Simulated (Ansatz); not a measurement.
## Run report: Si3NH9O2, geometry relaxation (part 2 of 2)

Si3NH9O2; RKS PBE0/6-31G (Ansatz 0.2.0). It belongs to a series of runs on one base structure; here: start relaxed.

Geometry of the input (Å):
```
Si 0.0000  0.0000  0.0000
Si 0.0000  0.0000  2.2200
H  -1.3148  -0.4067  2.7074
H  1.0096  -0.9353  2.7074
H  0.3052  1.3420  2.7074
O  1.5842  0.0000  -0.5594
Si 2.4906  -1.3762  -0.8866
H  1.6598  -2.3521  -1.5857
H  3.6318  -1.0202  -1.7249
H  2.9691  -1.9538  0.3660
O  -0.7913  1.3709  -0.5594
H  -1.7491  1.1401  -0.7818
N  -0.8572  -1.4851  -0.6061
H  -1.3922  -2.1014  0.0704
H  -0.8219  -1.7344  -1.6357
```

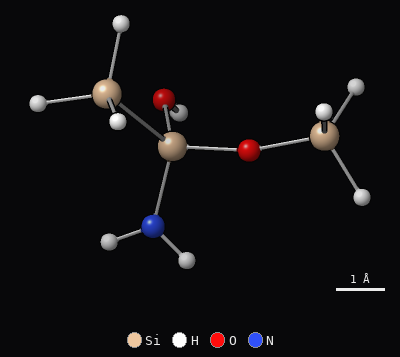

**Figure 1.** The geometry at step 20 of the log (ball-and-stick view, seen at a tilt).

**Trajectory as extended XYZ, continued**
```
15
Properties=species:S:1:pos:R:3:forces:R:3 step=6 energy=-29344.65862
Si   -0.1713   -0.1590    0.0586    0.0787  -0.1157  -0.2062
Si   -0.0617    0.0054    2.3830   -0.0050   0.0520   0.1078
H    -1.4254   -0.2509    2.9694    0.0136   0.0075  -0.0132
H     0.8761   -1.0383    2.9254   -0.0005   0.0010  -0.0057
H     0.4084    1.3640    2.8107    0.0106  -0.0117   0.0096
O     1.3240   -0.3973   -0.6941    0.1402  -0.0966   0.0045
Si    2.6734   -1.3669   -1.0635   -0.0678   0.0718  -0.0442
H     2.2688   -2.4799   -2.0007    0.0181   0.0325   0.0267
H     3.7168   -0.5152   -1.7277   -0.0265  -0.0160   0.0219
H     3.2423   -1.9823    0.1888    0.0009   0.0111  -0.0039
O    -0.7961    1.3488   -0.4758   -0.2842   0.0286  -0.1551
H    -1.2962    1.4154   -1.3097    0.2078   0.0566   0.1698
N    -1.1415   -1.5320   -0.4383   -0.1454  -0.2773  -0.0452
H    -1.9100   -1.8844    0.1153    0.0679   0.0640  -0.1124
H    -0.9840   -2.0398   -1.3023   -0.0083   0.1922   0.2455
15
Properties=species:S:1:pos:R:3:forces:R:3 step=8 energy=-29344.70257
Si   -0.2217   -0.2378    0.0738   -0.1796  -0.0043  -0.1831
Si   -0.0852   -0.0001    2.3984    0.0061   0.0126   0.0119
H    -1.4593   -0.1229    2.9972   -0.0082   0.0052   0.0053
H     0.7681   -1.0999    2.9705   -0.0055  -0.0050  -0.0112
H     0.5075    1.3221    2.7862    0.0040   0.0022  -0.0064
O     1.2346   -0.5255   -0.7266    0.1477   0.0058  -0.0152
Si    2.6799   -1.3278   -1.1045   -0.0363   0.0230   0.0047
H     2.3974   -2.4766   -2.0378    0.0066   0.0077   0.0019
H     3.6201   -0.3673   -1.7729   -0.0051   0.0025   0.0026
H     3.3181   -1.8695    0.1473    0.0152   0.0030  -0.0023
O    -0.8344    1.2838   -0.4400    0.0467   0.0293   0.1385
H    -0.9563    1.5646   -1.3582    0.0296  -0.0997  -0.0141
N    -1.2033   -1.6158   -0.3829    0.0449  -0.0015   0.0682
H    -2.0560   -1.8713    0.0859   -0.0506   0.0047  -0.0012
H    -0.9856   -2.1683   -1.1975   -0.0154   0.0144   0.0003
15
Properties=species:S:1:pos:R:3:forces:R:3 step=10 energy=-29344.70693
Si   -0.2337   -0.2540    0.0712    0.1123  -0.0834  -0.0185
Si   -0.0800   -0.0066    2.3941   -0.0216   0.0022   0.0159
H    -1.4563   -0.0903    2.9969    0.0062   0.0091   0.0117
H     0.7483   -1.1196    2.9771   -0.0066  -0.0074  -0.0171
H     0.5464    1.3050    2.7666   -0.0035  -0.0034  -0.0097
O     1.2344   -0.5315   -0.7226   -0.0477  -0.0417   0.0316
Si    2.6895   -1.3146   -1.1004    0.0070   0.0193  -0.0102
H     2.4257   -2.4706   -2.0306   -0.0002   0.0128   0.0011
H     3.6133   -0.3392   -1.7711   -0.0116  -0.0041  -0.0023
H     3.3471   -1.8449    0.1467   -0.0061   0.0072   0.0068
O    -0.8241    1.2741   -0.4345   -0.0032   0.0031   0.2867
H    -0.9401    1.5341   -1.3539   -0.0301   0.0610  -0.2975
N    -1.2258   -1.6261   -0.3780   -0.0162   0.0107  -0.0123
H    -2.0973   -1.8506    0.0754    0.0249   0.0072  -0.0048
H    -1.0235   -2.1773   -1.1979   -0.0034   0.0076   0.0184
15
Properties=species:S:1:pos:R:3:forces:R:3 step=13 energy=-29344.70504 accepted=F
Si   -0.2464   -0.3017    0.0831    0.1842   0.1295  -0.2366
Si   -0.0865   -0.0255    2.4028   -0.0337   0.0306   0.1042
H    -1.4702    0.0071    3.0019    0.0547  -0.0016  -0.0231
H     0.6581   -1.1775    3.0290   -0.0286   0.0218  -0.0600
H     0.6275    1.2508    2.7533   -0.0216  -0.0479  -0.0312
O     1.2150   -0.5967   -0.7230   -0.1160  -0.2009   0.1258
Si    2.7124   -1.2903   -1.1165   -0.0261   0.1307  -0.0130
H     2.5096   -2.4649   -2.0408    0.0110   0.0271   0.0381
H     3.5521   -0.2494   -1.8058   -0.0105  -0.0607   0.0035
H     3.4277   -1.7551    0.1267   -0.0257  -0.0141  -0.0238
O    -0.7791    1.2478   -0.4396   -0.0796   0.0571   0.0150
H    -0.8476    1.5149   -1.3703    0.0167  -0.0908   0.0937
N    -1.2874   -1.6360   -0.3675   -0.0726  -0.0514   0.0395
H    -2.1909   -1.8001    0.0552    0.1709   0.0221  -0.0648
H    -1.0704   -2.2357   -1.1495   -0.0230   0.0486   0.0326
15
Properties=species:S:1:pos:R:3:forces:R:3 step=15 energy=-29344.72813
Si   -0.2426   -0.3428    0.1066   -0.0260  -0.0096  -0.0356
Si   -0.0922   -0.0259    2.4198   -0.0058  -0.0019  -0.0025
H    -1.4656    0.1342    3.0118    0.0005   0.0044   0.0026
H     0.5489   -1.2351    3.0438   -0.0022  -0.0056   0.0097
H     0.7329    1.1834    2.7502    0.0058   0.0004   0.0036
O     1.1988   -0.8390   -0.5999    0.0624  -0.0245  -0.0226
Si    2.7474   -1.2706   -1.1158   -0.0180   0.0120   0.0080
H     2.6432   -2.4372   -2.0606    0.0125   0.0001   0.0006
H     3.4007   -0.1177   -1.8269   -0.0039   0.0007   0.0011
H     3.5944   -1.6681    0.0632    0.0011   0.0038  -0.0021
O    -0.6764    1.2250   -0.4573    0.0064   0.0091   0.0309
H    -0.8822    1.4079   -1.3866   -0.0090   0.0010  -0.0175
N    -1.3675   -1.5887   -0.3874   -0.0280   0.0083   0.0192
H    -2.3140   -1.6573   -0.0517    0.0040   0.0021  -0.0077
H    -1.1021   -2.2803   -1.0704    0.0001  -0.0003   0.0121
15
Properties=species:S:1:pos:R:3:forces:R:3 step=17 energy=-29344.72642 accepted=F
Si   -0.2354   -0.3588    0.0842    0.0911  -0.0278   0.1754
Si   -0.0818   -0.0388    2.4007    0.0116   0.0119   0.0604
H    -1.4548    0.1716    2.9791   -0.0143  -0.0003  -0.0149
H     0.5104   -1.2520    3.0680   -0.0067  -0.0096  -0.0466
H     0.7689    1.1483    2.7491    0.0146   0.0053  -0.0259
O     1.2042   -0.8920   -0.6115   -0.3197   0.0617   0.0447
Si    2.7678   -1.2658   -1.1171    0.0479  -0.0239  -0.0488
H     2.7164   -2.4343   -2.0638    0.0051  -0.0071   0.0117
H     3.3692   -0.0892   -1.8316    0.0466   0.0189   0.0070
H     3.6122   -1.6323    0.0723    0.0352   0.0133  -0.0064
O    -0.6570    1.2249   -0.4504    0.0188  -0.0746  -0.0924
H    -0.9127    1.4124   -1.3677    0.0071   0.0130   0.0148
N    -1.3981   -1.5789   -0.3866    0.1153  -0.0245  -0.1080
H    -2.3478   -1.6151   -0.0586   -0.0406   0.0355   0.0289
H    -1.1377   -2.3122   -1.0270   -0.0120   0.0082   0.0000
15
Properties=species:S:1:pos:R:3:forces:R:3 step=20 energy=-29344.73282
Si   -0.2422   -0.3826    0.0995    0.0106  -0.0502   0.0238
Si   -0.0733   -0.0455    2.4114    0.0032   0.0010  -0.0014
H    -1.4386    0.2117    2.9939    0.0379  -0.0089  -0.0084
H     0.4898   -1.2864    3.0538   -0.0185   0.0345   0.0015
H     0.8239    1.1183    2.7288   -0.0112  -0.0351   0.0020
O     1.1790   -0.9715   -0.5868    0.0233  -0.0126  -0.0248
Si    2.7658   -1.2500   -1.1093   -0.0612   0.0260   0.0235
H     2.7688   -2.4269   -2.0499    0.0058   0.0532   0.0213
H     3.3057   -0.0338   -1.8176   -0.0172  -0.0544   0.0081
H     3.6490   -1.5637    0.0698   -0.0110   0.0084  -0.0168
O    -0.6089    1.1997   -0.4715   -0.0488   0.0373  -0.1151
H    -0.8933    1.3722   -1.3848    0.0455  -0.0223   0.0913
N    -1.4338   -1.5661   -0.3947   -0.0171  -0.0676  -0.0393
H    -2.3979   -1.5613   -0.0983    0.1102   0.0040  -0.0339
H    -1.1701   -2.3262   -1.0053   -0.0517   0.0867   0.0682
15
Properties=species:S:1:pos:R:3:forces:R:3 step=22 energy=-29344.73530
Si   -0.2518   -0.3948    0.0884   -0.0123  -0.0131  -0.0669
Si   -0.0549   -0.0582    2.3992    0.0104   0.0045   0.0059
H    -1.4066    0.2380    2.9912    0.0156  -0.0006  -0.0123
H     0.4756   -1.3074    3.0506   -0.0063   0.0066  -0.0109
H     0.8776    1.0782    2.7090   -0.0053  -0.0130  -0.0027
O     1.1476   -0.9848   -0.6448   -0.0330  -0.0002   0.0638
Si    2.7589   -1.2336   -1.0969    0.0069   0.0047  -0.0328
H     2.8211   -2.4158   -2.0240    0.0046   0.0068   0.0097
H     3.2989   -0.0204   -1.8046    0.0005  -0.0055   0.0032
H     3.6068   -1.5129    0.1153   -0.0034   0.0043   0.0061
O    -0.6148    1.1914   -0.4779    0.0015   0.0041   0.0074
H    -0.8635    1.3713   -1.3983    0.0043  -0.0104   0.0144
N    -1.4536   -1.5738   -0.3863    0.0117   0.0038   0.0264
H    -2.4093   -1.5649   -0.0697    0.0245  -0.0078  -0.0165
H    -1.2083   -2.3246   -1.0121   -0.0197   0.0158   0.0052
15
Properties=species:S:1:pos:R:3:forces:R:3 step=25 energy=-29344.73724
Si   -0.2630   -0.4127    0.0836   -0.0170   0.0139   0.0047
Si   -0.0405   -0.0758    2.3901    0.0068   0.0126   0.0258
H    -1.3655    0.3119    2.9904    0.0269  -0.0073  -0.0096
H     0.4152   -1.3550    3.0405   -0.0099   0.0162  -0.0048
H     0.9698    0.9979    2.6862   -0.0247  -0.0231  -0.0044
O     1.1343   -1.0206   -0.6364    0.0335  -0.0218  -0.0150
Si    2.7575   -1.2103   -1.0827   -0.0005  -0.0030   0.0122
H     2.8756   -2.4174   -1.9712   -0.0040   0.0129   0.0118
H     3.2458    0.0037   -1.8260   -0.0045  -0.0056  -0.0011
H     3.6130   -1.4117    0.1413   -0.0112   0.0041  -0.0168
O    -0.6060    1.1782   -0.4844    0.0097  -0.0198   0.0065
H    -0.8508    1.3546   -1.4061   -0.0085   0.0125  -0.0087
N    -1.4782   -1.5766   -0.3893    0.0075   0.0214  -0.0009
H    -2.4351   -1.5485   -0.0804   -0.0194  -0.0009   0.0103
H    -1.2481   -2.3299   -1.0166    0.0154  -0.0121  -0.0098
15
Properties=species:S:1:pos:R:3:forces:R:3 step=27 energy=-29344.73828
Si   -0.2612   -0.4239    0.0877    0.0017   0.0098   0.0025
Si   -0.0415   -0.0893    2.3952   -0.0030  -0.0039  -0.0039
H    -1.3580    0.3320    2.9868   -0.0025   0.0014   0.0032
H     0.3768   -1.3781    3.0488   -0.0005   0.0000   0.0037
H     0.9915    0.9587    2.6953    0.0008  -0.0001   0.0005
O     1.1302   -1.0642   -0.6201    0.0067   0.0031  -0.0065
Si    2.7544   -1.2020   -1.0843    0.0103   0.0107   0.0066
H     2.9075   -2.4392   -1.9235    0.0021   0.0097   0.0070
H     3.1798    0.0007   -1.8849   -0.0071  -0.0200   0.0036
H     3.6369   -1.3143    0.1319   -0.0123  -0.0001  -0.0164
O    -0.5692    1.1722   -0.4836    0.0051   0.0053  -0.0003
H    -0.8237    1.3571   -1.4012   -0.0010  -0.0051   0.0044
N    -1.4919   -1.5646   -0.3987    0.0139  -0.0224  -0.0114
H    -2.4505   -1.5310   -0.0950   -0.0006   0.0044  -0.0005
H    -1.2571   -2.3262   -1.0155   -0.0138   0.0073   0.0073
15
Properties=species:S:1:pos:R:3:forces:R:3 step=29 energy=-29344.73863
Si   -0.2581   -0.4323    0.0912    0.0051  -0.0054  -0.0033
Si   -0.0436   -0.1005    2.4000   -0.0041  -0.0063  -0.0040
H    -1.3551    0.3495    2.9824    0.0042  -0.0010   0.0011
H     0.3448   -1.3958    3.0600   -0.0011   0.0060  -0.0007
H     1.0088    0.9278    2.7015   -0.0011  -0.0017   0.0038
O     1.1293   -1.0865   -0.6141    0.0104   0.0105  -0.0033
Si    2.7542   -1.1952   -1.0877    0.0143   0.0114   0.0044
H     2.9342   -2.4571   -1.8845   -0.0006   0.0169   0.0134
H     3.1394   -0.0105   -1.9357   -0.0100  -0.0297   0.0144
H     3.6503   -1.2397    0.1238   -0.0202  -0.0001  -0.0273
O    -0.5468    1.1685   -0.4775   -0.0024   0.0067  -0.0026
H    -0.8092    1.3576   -1.3920    0.0037  -0.0058   0.0045
N    -1.4981   -1.5594   -0.4035    0.0025  -0.0084  -0.0055
H    -2.4583   -1.5157   -0.1054    0.0081   0.0021  -0.0003
H    -1.2680   -2.3229   -1.0195   -0.0089   0.0047   0.0054
15
Properties=species:S:1:pos:R:3:forces:R:3 step=32 energy=-29344.73928
Si   -0.2510   -0.4343    0.0955    0.0036  -0.0081  -0.0142
Si   -0.0513   -0.1210    2.4081   -0.0034  -0.0038   0.0133
H    -1.3633    0.3413    2.9795   -0.0018  -0.0014  -0.0008
H     0.3108   -1.4258    3.0636   -0.0009  -0.0023  -0.0038
H     1.0093    0.8898    2.7381    0.0012   0.0009  -0.0119
O     1.1331   -1.0974   -0.6087    0.0007   0.0083   0.0028
Si    2.7542   -1.1886   -1.0980    0.0413   0.0033  -0.0096
H     2.9684   -2.5056   -1.7924   -0.0059   0.0346   0.0218
H     3.0845   -0.0650   -2.0471   -0.0124  -0.0341   0.0204
H     3.6705   -1.1004    0.0966   -0.0279  -0.0066  -0.0305
O    -0.5185    1.1730   -0.4667   -0.0008  -0.0071   0.0055
H    -0.7759    1.3666   -1.3816   -0.0005   0.0026  -0.0033
N    -1.5020   -1.5454   -0.4094   -0.0006   0.0201   0.0166
H    -2.4607   -1.4911   -0.1085   -0.0009  -0.0027  -0.0011
H    -1.2842   -2.3082   -1.0300    0.0083  -0.0035  -0.0052
15
Properties=species:S:1:pos:R:3:forces:R:3 step=34 energy=-29344.73992
Si   -0.2514   -0.4288    0.0962   -0.0063   0.0182   0.0186
Si   -0.0533   -0.1306    2.4108    0.0030  -0.0012  -0.0062
H    -1.3651    0.3258    2.9870   -0.0003   0.0003   0.0018
H     0.3130   -1.4395    3.0556    0.0008  -0.0004   0.0020
H     1.0077    0.8804    2.7389   -0.0012  -0.0003   0.0023
O     1.1347   -1.0820   -0.6098    0.0032  -0.0057  -0.0067
Si    2.7543   -1.1886   -1.0986    0.0049  -0.0041  -0.0026
H     2.9712   -2.5333   -1.7330    0.0019   0.0088   0.0047
H     3.0740   -0.1092   -2.0982    0.0008  -0.0091   0.0062
H     3.6706   -1.0455    0.0881   -0.0016   0.0011  -0.0083
O    -0.5223    1.1815   -0.4550   -0.0015   0.0049  -0.0053
H    -0.7737    1.3823   -1.3700   -0.0005   0.0000   0.0038
N    -1.4995   -1.5388   -0.4153    0.0006  -0.0124  -0.0109
H    -2.4587   -1.4911   -0.1149    0.0007   0.0011   0.0007
H    -1.2776   -2.2950   -1.0429   -0.0048  -0.0012   0.0000
```

**Results in brief**

- outcome: converged
- total energy: −29344.7400 eV
- mean-field energy: −29344.7400 eV
- largest force (length of the vector) at the end: 0.027 eV/Å
- wall time: 4.2 min
- peak memory: 0.21 GiB
